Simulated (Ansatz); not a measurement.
# HNO3 (peroxynitrous acid) at PBE0/6-311+G(d,p)

Aim: the vertical ionisation energy of HNO3 (peroxynitrous acid) at PBE0/6-311+G**, from 2 runs. 

The calculation is run with Ansatz 0.2.0.

51 further runs of the same task are left out: 51 set aside as unsound or not needed.

## Step 1: The system as given

HNO3 has 5 atoms, charge 0, and is taken as a singlet. SMILES: `O=NOO`. Geometry: relaxed at PBE0-D4/def2-TZVP. This is one conformer, not always the lowest.

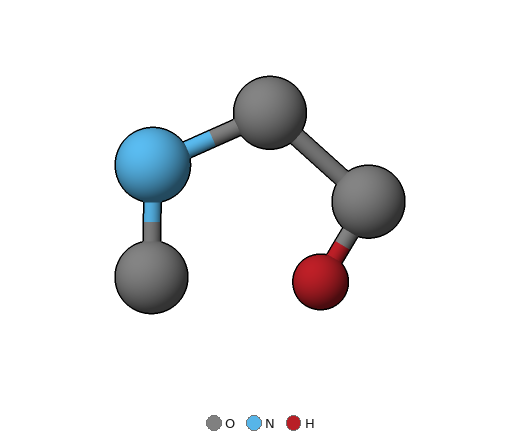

Viewed from a chosen angle; oxygen grey, nitrogen blue, hydrogen red.

## Step 2: A single-point energy at PBE0/6-311+G(d,p)

Input file molecule.yaml:

```yaml
crystal:
  periodic: [false, false, false]
  atoms:
    - {symbol: O, position_ang: [0.136350, -0.835310, 0.979060]}
    - {symbol: "N", position_ang: [-0.871770, -0.628300, 0.400790]}
    - {symbol: O, position_ang: [-0.775090, 0.288530, -0.589000]}
    - {symbol: O, position_ang: [0.508600, 0.826880, -0.747550]}
    - {symbol: H, position_ang: [1.001920, 0.348200, -0.043280]}
basis:
  gaussian:
    orbitals: 6-311+G_st__st_.json
magnetization:
  spin_polarized: false
  initial_magnetization: 0
hamiltonian:
  xc: pbe0
accuracy: high
output: {orbitals: {seedname: orbitals}}
```

The basis set 6-311+G** is read from a file made from the Basis Set Exchange's data (not shown).

Started as:

```sh
$ ansatz run molecule.yaml --threads 1 --pin off --max-ram 3480MiB --events-out events.jsonl --progress --plain --runs-dir runs
```

Standard output:

```text
Warning: RAYON_NUM_THREADS=1 ignored (pool sized by the plan → 1); use --threads N
Functional definition: PBE0
  name "PBE0"
  parameter a = 0.25
  parameter kappa = 0.804
  parameter beta = 0.06672455060314922
  exchange = (1 - a)*pbe_x(kappa = kappa, mu = beta*pi^2/3) + a*exact_x
  correlation = pbe_c(beta = beta)
1794 factors; integrals over basis functions are off by at most 2.9e-9 eV
mean field evaluation 1: about -7633.5772 eV, gradient 4.3e1 eV
mean field evaluation 2: about -7626.8946 eV, gradient 7.7e1 eV
mean field evaluation 4: about -7636.2084 eV, gradient 6.9e0 eV
mean field evaluation 8: about -7636.2993 eV, gradient 3.6e-1 eV
mean field evaluation 16: about -7636.2996 eV, gradient 2.5e-5 eV
mean field -7636.29956248 eV, -280.6288328515 hartree, gradient 5.7e-8 eV, S^2 0.000000; 0 other end points of the search recorded, 0 dependent functions left out
reference -7636.29956533 eV, -280.6288329561 hartree; 16, 16 occupied and 78, 78 virtual orbitals, 1794 factors
Total energy: -7636.29956533 eV, -280.6288329561 hartree
```

Run time: 4.8 s. Hardware: 1 thread of Arm Neoverse V2, shared host; peak memory 0.26 GiB.

## Step 3: The doublet cation

Input file job.yaml:

```yaml
basis:
  gaussian: {orbitals: 6-311+G_st__st_.json}
crystal:
  periodic: [false, false, false]
  atoms:
    - {symbol: O, position_ang: [0.136350, -0.835310, 0.979060]}
    - {symbol: N, position_ang: [-0.871770, -0.628300, 0.400790]}
    - {symbol: O, position_ang: [-0.775090, 0.288530, -0.589000]}
    - {symbol: O, position_ang: [0.508600, 0.826880, -0.747550]}
    - {symbol: H, position_ang: [1.001920, 0.348200, -0.043280]}
total_charge: 1
magnetization: {spin_polarized: true, initial_magnetization: 1}
hamiltonian: {xc: pbe0}
accuracy: high
output: {orbitals: {seedname: orbitals}}
```

The basis set 6-311+G** is read from a file made from the Basis Set Exchange's data (not shown).

Started as:

```sh
$ ansatz run job.yaml --threads 1 --pin off --max-ram 3480MiB --events-out events.jsonl --progress --plain --runs-dir runs
```

Standard output, shortened:

```text
Warning: RAYON_NUM_THREADS=1 ignored (pool sized by the plan → 1); use --threads N
[... 7 set-up lines as earlier in the session ...]
1794 factors; integrals over basis functions are off by at most 2.9e-9 eV
mean field evaluation 1: about -7617.8915 eV, gradient 4.3e1 eV
mean field evaluation 2: about -7571.3571 eV, gradient 1.1e2 eV
mean field evaluation 4: about -7622.8946 eV, gradient 1.7e1 eV
mean field evaluation 8: about -7623.8450 eV, gradient 7.0e-1 eV
mean field evaluation 16: about -7624.0731 eV, gradient 1.1e-2 eV
mean field evaluation 32: about -7624.1223 eV, gradient 4.9e-1 eV
mean field -7624.32519858 eV, -280.1887830945 hartree, gradient 1.8e-8 eV, S^2 0.760403; 2 other end points of the search recorded, 0 dependent functions left out
reference -7624.32520216 eV, -280.1887832262 hartree; 16, 15 occupied and 78, 79 virtual orbitals, 1794 factors
Total energy: -7624.32520216 eV, -280.1887832262 hartree
```

Wall time 20 s (1 thread of Arm Neoverse V2, shared host); peak memory 0.34 GiB.

## Step 4: What came out

Level: PBE0/6-311+G**.

| quantity | value |
| --- | --- |
| singlet HNO3: total energy | -280.62883 Eh |
| singlet HNO3: HOMO energy | -9.23 eV |
| singlet HNO3: LUMO energy | -2.80 eV |
| singlet HNO3: HOMO–LUMO gap | 6.43 eV |
| doublet cation: total energy | -280.18878 Eh |
| doublet cation: HOMO energy (highest over α and β) | -17.35 eV |
| doublet cation: LUMO energy (lowest over α and β) | -14.77 eV |
| doublet cation: ⟨S²⟩ | 0.760 |
| vertical ionisation energy (to the doublet cation) | 11.974 eV |

**Reading.** Removing an electron at fixed nuclei costs 11.97 eV (276 kcal/mol). −ε(HOMO) before ionisation, 9.23 eV, is 2.74 eV below this ionisation energy.
